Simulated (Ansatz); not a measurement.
Pulling on the Mg1–F2 bond in F2Mg (SMILES [F][Mg][F]) (multiplicity 1 held, fragments rigid). Energies count from the point at 1.751 Å.
Geometry at that point (charge 0, multiplicity 1):
```xyz
3

Mg     0.00000     0.00000     0.00000
F      0.00000     0.00000     1.75101
F      0.00000     0.00000    -1.75101
```

Restricted levels (R-, RO-) in cc, def2 and unpolarised 6-31G sets keep to the state of the molecule at rest. Unrestricted levels (U-) break spin symmetry where that is lower. Left out are points that failed, MP2 points that dive below the minimum, coupled-cluster points behind a jump of the amplitudes or a sharp parting from full CI or MRCI, small-basis points behind a change of solution, and semi-empirical points at long bonds. Curves can end on different states.

Frozen-core correlation.

Programs: Ansatz (Gaussian basis) for Hartree–Fock, density functionals and correlated methods. Values without a source in brackets are computed.

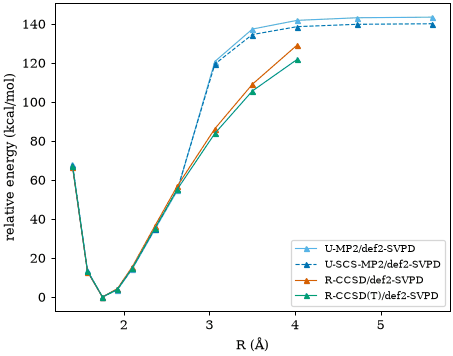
Figure: Relative energy along the coordinate

Doubts at one or more of the structures used: a spin-contaminated determinant (U-MP2/def2-SVPD, U-SCS-MP2/def2-SVPD); a restricted determinant that unrestricted orbitals would lower (R-CCSD/def2-SVPD, R-CCSD(T)/def2-SVPD); T1 above 0.05 (R-CCSD/def2-SVPD, R-CCSD(T)/def2-SVPD).

Ansatz is a quantum-chemistry and plane-wave program.
